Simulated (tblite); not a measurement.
# Frequency calculation of C4H12AlClO

The run: frequency calculation of C4H12AlClO, SMILES C[CH2][Al-]([OH2+])([Cl])[CH2]C. Method and program: GFN2-xTB harmonic vibrations, gas phase (tblite 0.8.0).

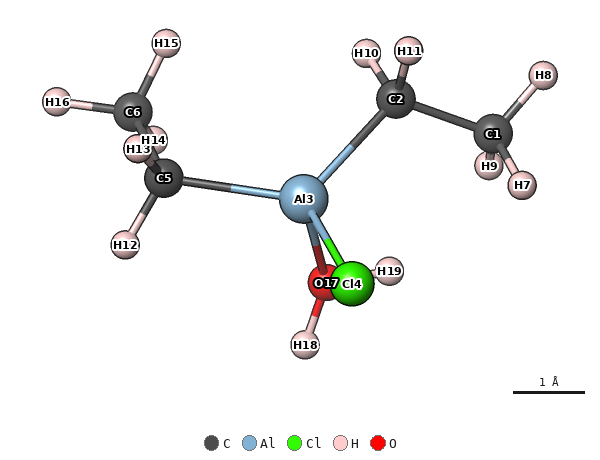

*The structure as given in the input (ball-and-stick view, seen at a tilt; atoms are numbered from 1 in the order of the input). Sticks mark near contacts.*

Key numbers:

- outcome: converged
- total energy: −664.4981 eV
- zero-point energy: 94.2040 kcal/mol
- hardware: 1 CPU thread, shared host
- wall time: 0.88 s
- peak memory: 0.36 GiB

The input:
```
{"job": {"kind": "ir", "xc": "GFN2-xTB", "basis": "xTB"}, "charge": 0, "multiplicity": 1}
C      2.495814    -0.744167     0.816177
C      1.403920    -0.095901    -0.056802
Al    -0.198850     0.695448     0.913159
Cl     0.251260     2.124328     2.333417
C     -1.992774     0.820910     0.014478
C     -2.247850    -0.245650    -1.059466
H      2.735165    -0.111135     1.671217
H      3.415218    -0.898013     0.249770
H      2.181762    -1.722966     1.188272
H      1.119085    -0.816560    -0.832549
H      1.885660     0.719090    -0.615733
H     -2.818789     0.782185     0.741205
H     -2.099510     1.807751    -0.458355
H     -2.212586    -1.244687    -0.628063
H     -1.486069    -0.194494    -1.834003
H     -3.222190    -0.112633    -1.532144
O     -0.446729    -0.886000     2.076449
H     -1.034760    -1.077170     2.814014
H      0.409907    -1.317196     2.187467
```

The first line tells a small driver script what to run in tblite; the rest is the geometry in Å.

Command:
```bash
OMP_NUM_THREADS=1 python <driver script> task.json out
```

What the program printed:
```
mode    cm-1     km/mol
  1      39.5      1.71
  2      44.4      1.99
  3      70.4      3.32
  4      79.9      2.09
  5     112.4      9.20
  6     121.4     40.57
  7     139.4     25.48
  8     164.2      3.74
  9     188.0      2.39
 10     206.3      1.44
 11     231.7     41.20
 12     251.0     38.37
 13     276.1    138.47
 14     319.0     48.92
 15     339.9    117.34
 16     428.7     21.12
 17     521.8      1.52
 18     573.4     98.09
 19     596.0    310.40
 20     622.2    170.09
 21     917.6      3.68
 22     924.9      6.67
 23     982.6     20.82
 24     990.3     17.07
 25    1031.4      9.52
 26    1046.3     15.09
 27    1229.4      4.08
 28    1234.9      8.30
 29    1254.2      7.42
 30    1262.6      7.30
 31    1386.8    141.42
 32    1408.3      8.06
 33    1411.1      1.08
 34    1481.1      2.07
 35    1486.2      3.83
 36    1508.8      0.93
 37    1510.3      0.86
 38    1514.1      0.96
 39    1526.5      3.95
 40    2850.3     58.78
 41    2878.0     50.35
 42    2884.0     62.52
 43    2914.9     45.65
 44    2950.5     82.29
 45    2978.6     84.69
 46    2983.2     64.94
 47    2996.2     41.48
 48    3008.2     53.75
 49    3027.0     31.94
 50    3464.8    116.40
 51    3528.1     38.68
ZPE 394.149  H(298)-E 431.975  G(298)-E 292.948 kJ/mol  S 466.30 J/(mol K)
```

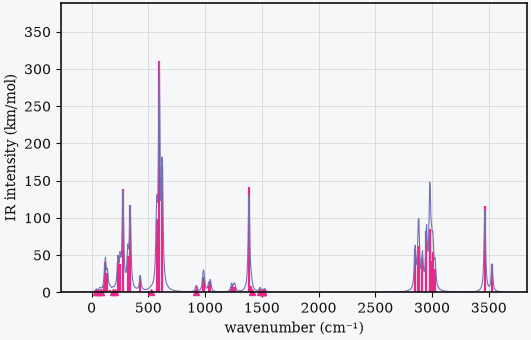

*Harmonic infrared spectrum, unscaled: sticks (degenerate modes added up, dark ones marked on the axis) with a Lorentzian envelope of 16 cm⁻¹ full width, scaled to the tallest stick.*

51 modes from 40 to 3528 cm⁻¹, none imaginary. The strongest line is at 596 cm⁻¹ (310 km/mol).
